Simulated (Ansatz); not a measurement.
```csv
atom,x (Å),y (Å),z (Å)
C,0.2973,0.5975,1.0128
Si,0.7420,-0.8690,1.7269
Al,-0.2594,0.2204,-0.6320
H,-0.7799,0.0512,-2.1077
```

Geometry: PBE0-D4/def2-TZVP.

Method: RKS PBE0-D4/def2-TZVPP (Ansatz 0.2.0).

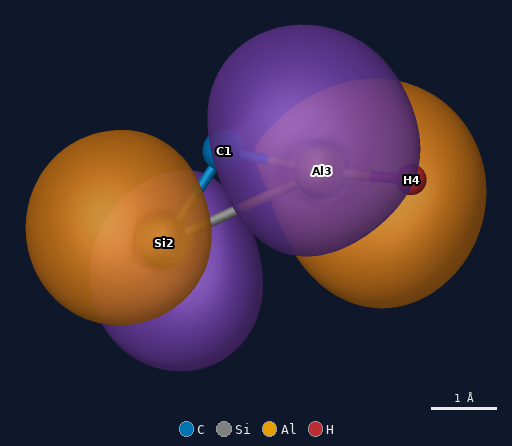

CHAlSi. One frontier orbital at ±0.06 Å⁻³ᐟ² (orange and purple are the two phases), seen at a tilt.

Question: Which orbital is it: HOMO or LUMO?

Answer: The LUMO, at −1.59 eV. It lies mainly on Al3 (about 55 %) and Si2 (about 35 %); it changes sign across the molecular plane (π type); π-antibonding (a node) across Si2–Al3.
